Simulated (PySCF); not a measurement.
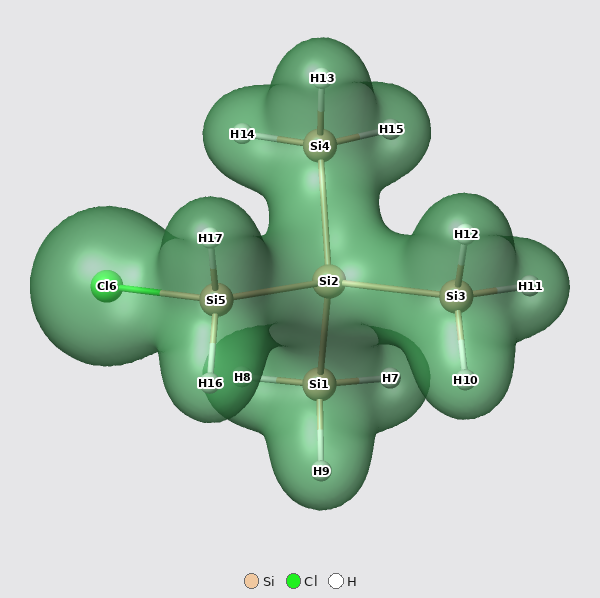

Figure 1: ClH₁₁Si₅ (SMILES [SiH3][Si]([SiH3])([SiH3])[SiH2]Cl). Isosurface of the total electron density at 0.2 e/Å³ (green), seen at an oblique angle.

Geometry: GFN2-xTB.

Computed with PySCF 2.14.0, PBE0/pcSseg-1, SCF density, gas phase, non-relativistic.

```xyz
17

Si    1.8704    0.6369    1.2546
Si   -0.0137    0.0487   -0.0242
Si   -1.1483    1.9694   -0.7454
Si    0.6605   -1.2487   -1.8670
Si   -1.4749   -1.2142    1.3049
Cl   -0.4595   -2.8753    1.9128
H     2.7989    1.4718    0.4881
H     2.6305   -0.5279    1.7075
H     1.5144    1.4016    2.4525
H    -1.6012    2.8150    0.3607
H    -0.2942    2.8107   -1.5845
H    -2.3389    1.6658   -1.5418
H    -0.4747   -1.6994   -2.6766
H     1.3997   -2.4477   -1.4714
H     1.5367   -0.4904   -2.7640
H    -1.9359   -0.5804    2.5415
H    -2.6769   -1.7240    0.6423
```

**Which contacts does the surface bridge?**

At this value the surface is in one piece. It bridges the sampled Si–Cl (2.04 Å), Si–Si (2.34 Å) and Si–H (1.46 Å) contacts, where the density stays above the isovalue. On the grid the lowest density along these lines, outside the cores, is 0.66 e/Å³ (Si–Cl, 2.04 Å), 0.61 e/Å³ (Si–Si, 2.34 Å) and 0.8 e/Å³ (Si–H, 1.46 Å).
